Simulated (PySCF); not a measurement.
**Frequency calculation, with input and output: SiH3O3**

SiH3O3, multiplicity 2, computed with UKS-based PBE0, Si def2-TZVP, O def2-TZVP, H def2-TZVP; non-relativistic Hamiltonian; density fitting (PySCF 2.14.0).

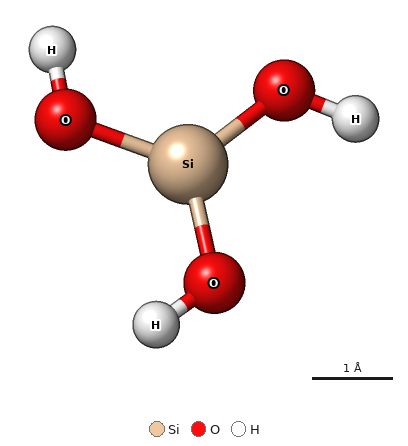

*The input geometry (ball-and-stick view, seen at a tilt).*

Bond lengths as drawn: H–O 0.97 Å and O–Si 1.64 Å.

## Results in brief

| quantity | value |
| --- | --- |
| outcome | converged |
| total energy | −516.768295 hartree |
| ⟨S²⟩ | 0.756 |
| zero-point energy | 0.037670 hartree |
| dipole moment | 0.00 D |
| wavenumbers, lowest and highest | 858i and 3758 cm⁻¹ |
| hardware | 4 threads of Arm Neoverse V2, 112 GiB of memory available, shared host |
| wall time | 85 s (CPU time 4.5 min) |
| peak memory | 2.2 GiB |

## Input file
```python
from pyscf import gto, scf, dft
mol = gto.M(atom='''
Si     0.000000    -0.000000     0.000000
O      1.637951     0.098058     0.000000
O     -0.903896     1.369478     0.000000
O     -0.734055    -1.467536     0.000000
H      2.144523    -0.725905     0.000000
H     -0.443609     2.220163     0.000000
H     -1.700913    -1.494259     0.000000''',
    basis={'Si': 'def2-TZVP', 'O': 'def2-TZVP', 'H': 'def2-TZVP'},
    charge=0, spin=1)
mf = dft.UKS(mol, xc='PBE0')
mf.grids.atom_grid = (75, 302)
aux = {'Si': 'def2-universal-JKFIT', 'O': 'def2-universal-JKFIT', 'H': 'def2-universal-JKFIT'}
mf = mf.density_fit(auxbasis=aux)
mf.conv_tol = 1e-09
mf.diis_space = 10
mf.max_cycle = 60
mf.verbose = 4
mf.kernel()
```

The script is an equivalent of the set-up of the self-consistent field. The run itself was carried out by a driver, which started from the orbitals of the step before it where there was one and computed the further properties.

Launched with:
```bash
OMP_NUM_THREADS=4 python axn.py task.json out
```

## What the program printed
```
init E= -516.768295410322
  alpha nocc = 21  HOMO = -0.128398616259403  LUMO = 0.0203436867763741
  beta  nocc = 20  HOMO = -0.365558267818476  LUMO = -0.0296995973534209
  HOMO = -0.128398616259  LUMO = -0.0296995973534  gap/eV = 2.68574
cycle= 1 E= -516.768295410321  delta_E= 5.68e-13  |g|= 2e-06  |ddm|= 2.36e-06
  alpha nocc = 21  HOMO = -0.128398681282057  LUMO = 0.0203436471857884
  beta  nocc = 20  HOMO = -0.365558746643274  LUMO = -0.0296996719764024
  HOMO = -0.128398681282  LUMO = -0.0296996719764  gap/eV = 2.68574
Extra cycle  E= -516.768295410321  delta_E= 1.14e-13  |g|= 3.15e-06  |ddm|= 2.69e-06
converged SCF energy = -516.768295410321  <S^2> = 0.75613114  2S+1 = 2.0061218
```

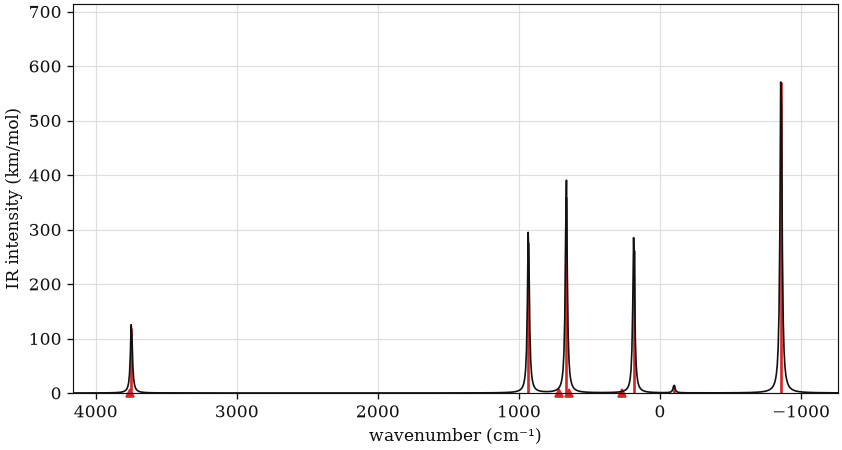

*Harmonic infrared spectrum, unscaled: sticks (degenerate modes added up, dark ones marked on the axis) with a Lorentzian envelope of 16 cm⁻¹ full width, scaled to the tallest stick; imaginary modes are drawn at negative wavenumbers.*

15 modes from 858i to 3758 cm⁻¹, 3 imaginary beyond 8i (858i, 100i, 100i cm⁻¹): not a minimum. The strongest line is at 858i cm⁻¹ (571 km/mol). All modes, in cm⁻¹ (km/mol): 858i (571), 100i (6.8), 100i (6.8), 186 (263), 272 (0.0), 272 (0.0), 646 (0.0), 664 (180), 664 (180), 713 (0.0), 933 (139), 933 (139), 3747 (60), 3747 (60), 3758 (0.0).

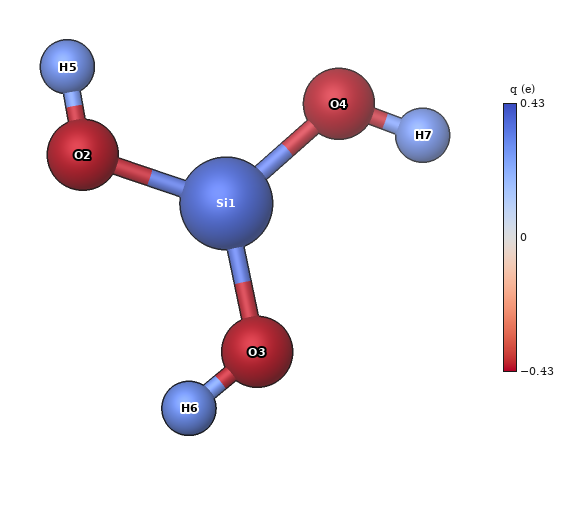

*Mulliken charges, as the colour of each atom (ball-and-stick view, seen at a tilt; atoms are numbered from 1 in the order of the input; Mulliken charges depend strongly on the basis).*

By element: Si +0.36, O −0.41 and H +0.29 e.
